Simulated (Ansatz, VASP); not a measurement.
# ZnGe: VASP beside Ansatz

Aim: how closely do two programs agree when they are given the same cell, functional and k mesh? The cell is invented: As first built, before any earlier steps moved the atoms: it takes the TiZn structure with some of its atoms replaced by other elements, volume scaled by an estimate. It may not be a known or stable phase. The cell comes out of the VASP series on this material, whose earlier steps may have relaxed, scaled or displaced it; both programs get it as it stands.

Main program and level: Ansatz 0.2.0; plane waves, with VASP 6.6.1 beside it; band structure at HSE06.

## (1) The structure

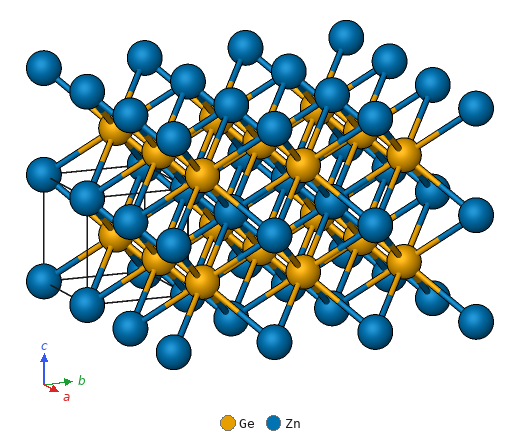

The starting structure, seen slightly off an axis (germanium orange, zinc blue). 3×3×2 cells are drawn. Some periodic images of atoms are drawn too.

Structure file:

```cif
data_structure
_symmetry_space_group_name_H-M 'P 1'
_symmetry_Int_Tables_number 1
_cell_length_a 3.2898
_cell_length_b 3.2898
_cell_length_c 3.2898
_cell_angle_alpha 90.000
_cell_angle_beta 90.000
_cell_angle_gamma 90.000
_cell_volume 35.60
loop_
_atom_site_label
_atom_site_type_symbol
_atom_site_fract_x
_atom_site_fract_y
_atom_site_fract_z
_atom_site_occupancy
Ge1 Ge 0.50000 0.50000 0.50000 1
Zn2 Zn 0.00000 0.00000 0.00000 1
```

## (2) Ansatz: band structure, HSE06

Ansatz runs on its default PAW (the set named soft_2) files.

The same path points are solved in both programs, so levels can be compared one by one.

File input.yaml:

```yaml
crystal:
  lattice:
    - [3.2898053742, 0.0, 0.0]
    - [0.0, 3.2898053742, 0.0]
    - [0.0, 0.0, 3.2898053742]
  atoms:
    - { symbol: Ge, position: [0.5, 0.5, 0.5] }
    - { symbol: Zn, position: [0.0, 0.0, 0.0] }
hamiltonian:
  xc: { exchange: pbe, correlation: pbe, exx: { coeff: 0.25, omega: 0.2 } }
  pseudopotentials: { kind: paw }
kpoints:
  mp_grid: { grid: [4, 4, 4] }
  band_path:
    path:
      - [0.0, 0.0, 0.0]
      - [0.0, 0.27778, 0.0]
      - [0.0, 0.5, 0.0]
      - [0.33333, 0.5, 0.0]
      - [0.44444, 0.44444, 0.0]
      - [0.16667, 0.16667, 0.0]
      - [0.11111, 0.11111, 0.11111]
      - [0.38889, 0.38889, 0.38889]
      - [0.38889, 0.5, 0.38889]
      - [0.05556, 0.5, 0.05556]
      - [0.5, 0.5, 0.16667]
      - [0.5, 0.5, 0.5]
    npoints: 1
scf:
  occupations: { method: gaussian, width: 0.02 }
  n_extra_bands: 7
output:
  forces: true
  stress: true
  eigenvalues: true
  write_density: true
  write_potential: true
  elf: true
  volumetric_format: npy
```

Started as:

```bash
$ ansatz run input.yaml --threads 4 --pin off --max-ram 9216MiB --backend cpu --events-out ev --progress --plain --runs-dir out
```

Numbers of over 12 decimals in the logs are rounded to 6 here.

The program printed:

```text
Warning: output.stress: scf.convergence.dr2_threshold = 1e-7 eV (the SCF's general default) is looser than the 2e-10 eV advised for a printed stress (1e-10 eV for each atom of the cell: 2). What an SCF threshold leaves in a stress goes as its square root, and in the free energy as the threshold itself, and one threshold admits the most on a small cell: [figures from the program's tests cut] Set scf.convergence.dr2_threshold to 2e-10 eV or tighter. The threshold is an SCF's pass mark: one that does not reach it within its budget of iterations ends unconverged, or closes short of it on a stop that the run arms, and scf.convergence.dr2_threshold's page says what that costs each kind of run
Warning: output.stress: scf.exx.energy_threshold = 1e-6 eV is looser than the 2e-8 eV advised for a stress under a hybrid functional (1e-8 eV for each atom of the cell: 2). Every SCF of the exchange loop can meet its threshold on dr2 while the loop round them stops early: no threshold on dr2 bounds what that leaves in the stress. Set scf.exx.energy_threshold to 2e-8 eV or tighter. The threshold is the loop's pass mark: a loop that does not reach it within its budget of cycles ends unconverged, and scf.exx.energy_threshold's page has the law
scf.n_extra_bands = 7 over 13 filled bands (N_el = 26.0): the run solves 20 bands
Engine: ansatz 0.2.0, aarch64-unknown-linux-gnu
Pseudopotentials: kind: paw
Pseudopotential: Ge, paw, valence charge 14, recommended cutoff 420 eV (normal), Ge.paw.azcp
Pseudopotential: Zn, paw, valence charge 12, recommended cutoff 420 eV (normal), Zn.paw.azcp
Functional definition: unnamed
  parameter a_1 = 0.25
  parameter omega_1 = 0.2/angstrom
  exchange = pbe_x + (-a_1)*pbe_x_sr(omega_1) + a_1*exact_x_sr(omega_1)
  correlation = pbe_c
Crystal: 2 atoms, lattice volume = 35.605 Å³
Basis set: ecut = 420 eV, 739 PW (Γ), exchange–correlation on 48×48×48 points (8 copies of the dense FFT grid, shifted against one another)
Bands: 20, of which v1, the nominal top of the filled ones, is band 13 counted from 1 (12 counted from 0)
Symmetry: 48 space group operations
Space group: Pm-3m (ITA 221), of the structure as read, at distance tolerance 3.3e-5 Å
k-points: 10 of 64
Non-local potential: Ge, projectors of the file, l = 0: 2, l = 1: 2, l = 2: 3, l = 3: 1
Non-local potential: Zn, projectors of the file, l = 0: 2, l = 1: 2, l = 2: 3, l = 3: 1
PAW form: soft (Blöchl's): semilocal exchange-correlation on the pseudo side does not see the compensation charge
PAW frozen core: Ge, regenerated for the run's functional, and the local potential with it (the file was generated under x = pbe(κ = 0.804, μ = 0.219515), c = pbe(β = 0.066725))
PAW frozen core: Zn, regenerated for the run's functional, and the local potential with it (the file was generated under x = pbe(κ = 0.804, μ = 0.219515), c = pbe(β = 0.066725))
PAW one-centre angular grid: Ge, 590 points (default); XC on 64 Gauss nodes
PAW one-centre angular grid: Zn, 590 points (default); XC on 64 Gauss nodes
Initial density: superposition of atomic densities (neutral atoms: chi_scale 0, normalization atom), corrected by the library's trained network
Initial wavefunctions: pseudopotential atomic-orbital guess
Functional: x = pbe(κ = 0.804, μ = 0.219515), c = pbe(β = 0.066725), warm-up for x = pbe(κ = 0.804, μ = 0.219515) + 0.25 (exact − pbe) at short range (hse, ω = 0.2 Å⁻¹), c = pbe(β = 0.066725)
SCF iter   1: F=—  HF=-7613.643289 eV  |F-HF|=—  |Δ(HF+E_count)|=         —  Δρ=3.60e-3  dr2=1.96e-3  ethr=1.77e-3  ⟨swp⟩=9.0  Hψ=879  notcnv=0
preconditioner: auto → none  [insulator: Δε(μ)=0.187 eV  Ē_g=21.160 eV  σ=0.020 eV  W_gap=0.58  n_scr=6 (ndim 8)  ℏωp=31.7 eV  f_vac=0.000  D(μ)=10.35/eV (n_scr^D=250)]
SCF iter   2: F=—  HF=-7613.642871 eV  |F-HF|=—  |Δ(HF+E_count)|=   4.18e-4  Δρ=9.41e-4  dr2=4.41e-4  ethr=7.54e-6  ⟨swp⟩=4.7  Hψ=560  notcnv=0  defer=1
SCF iter   3: F=—  HF=-7613.642692 eV  |F-HF|=—  |Δ(HF+E_count)|=   1.79e-4  Δρ=8.66e-4  dr2=1.02e-4  ethr=1.70e-6  ⟨swp⟩=4.0  Hψ=473  notcnv=0
SCF iter   4: F=—  HF=-7613.642678 eV  |F-HF|=—  |Δ(HF+E_count)|=   1.34e-5  Δρ=3.88e-4  dr2=2.03e-5  ethr=3.94e-7  ⟨swp⟩=2.0  Hψ=330  notcnv=0
iter 5 solved again at ethr=1.60e-9 eV; its pass at ethr=7.83e-8 eV (dr2=4.16e-7 eV) is discarded
SCF iter   5: F=—  HF=-7613.642678 eV  |F-HF|=—  |Δ(HF+E_count)|=   1.26e-7  Δρ=3.40e-5  dr2=3.87e-7  ethr=1.60e-9  ⟨swp⟩=3.0  Hψ=774  notcnv=0
SCF iter   6: F=—  HF=-7613.642678 eV  |F-HF|=—  |Δ(HF+E_count)|=   3.09e-7  Δρ=2.85e-5  dr2=1.62e-7  ethr=1.49e-9  ⟨swp⟩=3.0  Hψ=395  notcnv=0
SCF iter   7: F=—  HF=-7613.642678 eV  |F-HF|=—  |Δ(HF+E_count)|=   3.61e-8  Δρ=1.43e-5  dr2=3.86e-8  ethr=6.24e-10  ⟨swp⟩=2.0  Hψ=330  notcnv=0
SCF iter   8: F=-7613.642678 eV  HF=-7613.642678 eV  |F-HF|=2.35e-10  |Δ(HF+E_count)|=   5.28e-9  Δρ=9.98e-7  dr2=1.63e-10  ethr=1.49e-10  ⟨swp⟩=3.0  Hψ=381  notcnv=0
SCF 1 converged in 8 iterations: F = -7613.642678 eV  dr2 = 1.63e-10
  greatest PAW one-centre occupation: 0.998 electrons in one spin orbital (limit 2), on the Ge atom at site 0 (counted from 0), in its partial waves of l = 2
Initial density: handed on by an earlier stage of this run
Initial wavefunctions: those handed on with the density
Functional: x = pbe(κ = 0.804, μ = 0.219515) + 0.25 (exact − pbe) at short range (hse, ω = 0.2 Å⁻¹), c = pbe(β = 0.066725)
Exchange kernel: α = 0.2500, screened, ω = 0.2000 Å⁻¹, Wigner–Seitz truncation, v(0) = 1074.7023 eV·Å³, q-mesh 4×4×4, nearest image of the exchange supercell L = 13.16 Å, pair-density grid 15×15×15, without the augmentation charges, whose exchange is taken in its separable form by FFT convolution over the k-point mesh (sized by the pseudopotential files, 24×24×24 at the most), smooth part of the exact exchange by density-matrix convolution
Frozen-core exchange: fock
iter 1 solved again at ethr=3.85e-4 eV; its pass at ethr=1.00e-1 eV (dr2=1.00e-1 eV) is discarded
[...]
preconditioner: auto → none  [insulator: Δε(μ)=0.319 eV  Ē_g=24.554 eV  σ=0.020 eV  W_gap=0.58  n_scr=6 (ndim 8)  ℏωp=31.7 eV  f_vac=0.000  D(μ)=10.35/eV (n_scr^D=250)]
[...]
SCF iter   6: F=-7614.297069 eV  HF=-7614.297069 eV  |F-HF|=2.20e-7  |Δ(HF+E_count)|=   2.48e-6  Δρ=2.19e-5  dr2=5.59e-8  ethr=2.68e-8  ⟨swp⟩=3.5  Hψ=397  notcnv=0
SCF 2 converged in 6 iterations: F = -7614.297069 eV  dr2 = 5.59e-8
hybrid outer 1: dexx = +7.705e-3 eV, tail = 7.61e-3 eV
Exchange kernel: α = 0.2500, screened, ω = 0.2000 Å⁻¹, Wigner–Seitz truncation, v(0) = 1074.7023 eV·Å³, q-mesh 4×4×4, nearest image of the exchange supercell L = 13.16 Å, pair-density grid 15×15×15, without the augmentation charges, whose exchange is taken in its separable form by FFT convolution over the k-point mesh (sized by the pseudopotential files, 24×24×24 at the most), smooth part of the exact exchange by density-matrix convolution
Frozen-core exchange: fock
SCF iter   1: F=—  HF=-7614.305614 eV  |F-HF|=—  |Δ(HF+E_count)|=         —  Δρ=1.63e-3  dr2=3.93e-4  ethr=1.46e-4  ⟨swp⟩=2.0  Hψ=400  notcnv=0
preconditioner: auto → none  [insulator: Δε(μ)=0.313 eV  Ē_g=24.238 eV  σ=0.020 eV  W_gap=0.58  n_scr=6 (ndim 8)  ℏωp=31.7 eV  f_vac=0.000  D(μ)=10.35/eV (n_scr^D=250)]
SCF iter   2: F=—  HF=-7614.305474 eV  |F-HF|=—  |Δ(HF+E_count)|=   1.39e-4  Δρ=2.76e-4  dr2=2.09e-5  ethr=1.47e-6  ⟨swp⟩=3.4  Hψ=491  notcnv=0
SCF iter   3: F=-7614.305474 eV  HF=-7614.305474 eV  |F-HF|=1.37e-7  |Δ(HF+E_count)|=   5.82e-7  Δρ=3.88e-5  dr2=9.59e-6  ethr=4.39e-8  ⟨swp⟩=2.0  Hψ=330  notcnv=0
SCF 3 stopped early in 3 iterations: F = -7614.305474 eV  dr2 = 9.59e-6
hybrid outer 2: dexx = +7.285e-5 eV, tail = 2.14e-5 eV, Δε = 3.29e-2 eV (about 4.28e-3 eV left of the loop's levels)
Exchange kernel: α = 0.2500, screened, ω = 0.2000 Å⁻¹, Wigner–Seitz truncation, v(0) = 1074.7023 eV·Å³, q-mesh 4×4×4, nearest image of the exchange supercell L = 13.16 Å, pair-density grid 15×15×15, without the augmentation charges, whose exchange is taken in its separable form by FFT convolution over the k-point mesh (sized by the pseudopotential files, 24×24×24 at the most), smooth part of the exact exchange by density-matrix convolution
Frozen-core exchange: fock
SCF iter   1: F=—  HF=-7614.305544 eV  |F-HF|=—  |Δ(HF+E_count)|=         —  Δρ=1.50e-4  dr2=4.19e-6  ethr=4.12e-7  ⟨swp⟩=3.6  Hψ=477  notcnv=0
preconditioner: auto → none  [insulator: Δε(μ)=0.313 eV  Ē_g=24.219 eV  σ=0.020 eV  W_gap=0.58  n_scr=6 (ndim 8)  ℏωp=31.7 eV  f_vac=0.000  D(μ)=10.35/eV (n_scr^D=250)]
SCF iter   2: F=—  HF=-7614.305543 eV  |F-HF|=—  |Δ(HF+E_count)|=   1.72e-6  Δρ=2.20e-5  dr2=7.17e-7  ethr=1.37e-8  ⟨swp⟩=3.3  Hψ=445  notcnv=0
SCF iter   3: F=—  HF=-7614.305543 eV  |F-HF|=—  |Δ(HF+E_count)|=   5.69e-9  Δρ=2.11e-6  dr2=6.42e-7  ethr=3.04e-10  ⟨swp⟩=3.2  Hψ=346  notcnv=0
SCF iter   4: F=—  HF=-7614.305556 eV  |F-HF|=—  |Δ(HF+E_count)|=   1.30e-5  Δρ=2.46e-5  dr2=1.98e-7  ethr=1.83e-12  ⟨swp⟩=5.0  Hψ=781  notcnv=0
SCF iter   5: F=—  HF=-7614.305556 eV  |F-HF|=—  |Δ(HF+E_count)|=   1.07e-7  Δρ=8.31e-6  dr2=1.63e-8  ethr=1.83e-12  ⟨swp⟩=4.9  Hψ=641  notcnv=0
SCF iter   6: F=-7614.305556 eV  HF=-7614.305556 eV  |F-HF|=1.55e-10  |Δ(HF+E_count)|=   2.32e-9  Δρ=3.48e-6  dr2=5.93e-9  ethr=1.83e-12  ⟨swp⟩=3.9  Hψ=482  notcnv=0
SCF 4 converged in 6 iterations: F = -7614.305556 eV  dr2 = 5.93e-9
  Residual-converged pass: ⟨swp⟩=1.7  Hψ=209  notcnv=0  max |occ|·‖R‖ = 1.7e-6 eV (tolerance 2.4e-6 eV)  dr2=5.93e-9  dr2_onsite=3.67e-9  max |Δocc| = 0.0e0
hybrid outer 3: dexx = +1.185e-6 eV, tail = 2.31e-8 eV, Δε = 4.64e-3 eV (about 1.76e-4 eV left of the loop's levels)
NSCF: frozen V_eff on 12 k-points
hybrid SCF converged: 3 outer / 15 inner (+8 warm-up), last move |dexx| = 1.18e-6 eV, tail = 2.31e-8 eV
Stability not checked: this state was not tested for a lower state beside it, because the functional holds exact exchange (a hybrid, or Hartree-Fock), whose exchange loop this test does not read (fock_operator; see scf.lower_state_search)
Free energy (F): -7614.305556 eV
Frozen-core exchange: fock
Harris-Foulkes:  -7614.305556 eV  (|F-HF|=1.55e-10)
Internal energy: -7614.303486 eV  (E = F + TS)
E sigma→0 (E₀):  -7614.304521 eV
Entropy (-TS):   -0.002069 eV (-1.035 meV/atom)
Fermi energy:    9.856705 eV
--- Per-component energies (eV) ---
  E_band       = -139.082795
  E_kinetic    = 238.730086
  E_local      = -3735.057491  (includes V_loc(G=0)·N_el)
  E_nonlocal   = 1032.880700
  E_hartree    = 1609.123958
  E_xc         = -169.085516
  E_vxc        = -92.768830  (∫ρ·V_xc dr)
  E_exx        = -95.925850  (= α·E_x^exact, valence–valence)
  E_paw        = -3794.318419  (= ΣΔE_a)
  E_vpaw       = -609.266558  (= ΣTr[D̂ρ^β])
  E_aug_tail   = -0.000009  (compensation charges beyond the density's cutoff)
  E_ewald      = -2700.928461
  E_core_change = 0.277517  (= ΣΔE_core)
  E_smearing   = -0.002069  (= −TS)
  E_closure    = -0.000000  (closes the sum)
  Σ components = -7614.305556   (vs F -7614.305556, Δ=0.00e0)
--- Forces (eV/Å), atoms counted from 1 ---
  atom   1  Ge     0.00000000     0.00000000     0.00000000
  atom   2  Zn    -0.00000000    -0.00000000    -0.00000000
  max |Σ_I F_I| component: 5.52e-30 eV/Å
--- Stress (GPa, compression-positive) ---
       -1.490890      -0.000000       0.000000
       -0.000000      -1.490890       0.000000
        0.000000       0.000000      -1.490890
  P = ⅓ Tr σ = -1.4909 GPa (-14.909 kbar)
--- Band table (eV; the first three rows and the last of 10) ---
  k-point 0: bands = [... 9 lower, 0.9855, 0.9855, 11.9082, 11.9082, 11.9082, 12.9495, 16.8078, 16.8078, ... 3 higher]
  k-point 1: bands = [... 9 lower, 0.9100, 0.9902, 6.5052, 12.9253, 12.9253, 14.8578, 17.5270, 21.1992, ... 3 higher]
  k-point 2: bands = [... 9 lower, 0.8375, 0.9949, 2.9175, 14.7878, 14.7878, 16.7629, 17.9543, 17.9543, ... 3 higher]
  k-point 9: bands = [... 9 lower, 1.1067, 4.4729, 9.4455, 9.4455, 9.4455, 11.4188, 11.4188, 11.4188, ... 3 higher]
```

Elapsed: 20 s, on 4 threads of Arm Neoverse V2, shared host; peak memory 0.68 GiB; 71 s of CPU time.

(Continued in part 2 of 2.)

[Lines on the potential files, build, host, timing and source positions are cut from VASP's logs without a mark.]

[Logs are printed without paths, hosts, clocks, repeated set-up lines and the standing remarks that a program may print on its own settings, such as how far it seeks lower states.]

[Hosts, paths, dates, database ids (printed as entryN), source tags and the programs' standing remarks are cut or masked in the printed files.]
